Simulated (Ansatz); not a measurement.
Relaxed PtSb2 (space group Pa-3):

```
CELL_PARAMETERS angstrom
      6.42184     0.00000     0.00000
      0.00000     6.42184     0.00000
      0.00000     0.00000     6.42184
ATOMIC_POSITIONS crystal
  Sb 0.37466 0.12534 0.87466
  Sb 0.62534 0.87466 0.12534
  Sb 0.12534 0.87466 0.37466
  Sb 0.87466 0.12534 0.62534
  Sb 0.87466 0.37466 0.12534
  Sb 0.12534 0.62534 0.87466
  Sb 0.62534 0.62534 0.62534
  Sb 0.37466 0.37466 0.37466
  Pt 0.00000 0.50000 0.50000
  Pt 0.50000 0.50000 0.00000
  Pt 0.50000 0.00000 0.50000
  Pt 0.00000 0.00000 0.00000
```

The atoms are displaced by Q × the pattern below (from a DFPT mode at Γ, largest move 1; Q in Å), at fixed cell. It is one choice among 3 degenerate patterns.

```csv
atom,x,y,z
Sb1,-0.571,-0.437,-0.695
Sb2,0.571,0.437,0.695
Sb3,0.571,0.437,-0.695
Sb4,-0.571,-0.437,0.695
Sb5,0.571,-0.437,-0.695
Sb6,-0.571,0.437,0.695
Sb7,-0.571,0.437,-0.695
Sb8,0.571,-0.437,0.695
```

Atoms not listed stay in place.

All values below come from LDA (plane waves to 420 eV, PAW, scalar-relativistic; Ansatz, a program for electronic structure). k mesh 6×6×6 (Γ-centred), Fermi-Dirac smearing 0.05 eV. Energies are smeared free energies. With partly filled bands, energies and forces of such displacements shift with the k mesh and the smearing. At this level the bands of PtSb2 touch or barely overlap; measurements give the solid a gap. PtSb2 is run without spin polarisation. PtSb2 was relaxed with its symmetry unable to fall. Spin-orbit coupling is left out, though Pt and Sb are heavy. The zero of ΔE is the undisplaced structure.

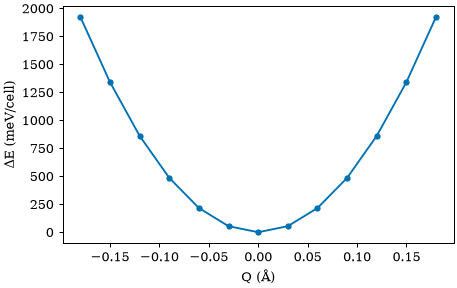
*ΔE (meV/cell) against Q (Å); computed points joined by lines.*

Task: What is the energy change at Q = 0.180 Å?

Result: About 1900 meV/cell.

Task: What harmonic wavenumber does the curvature at Q = 0 give?

Result: About 180 cm⁻¹.

(For displaced atoms, the force is minus the slope of the energy, and its curvature is a force constant, which sets phonon frequencies.)
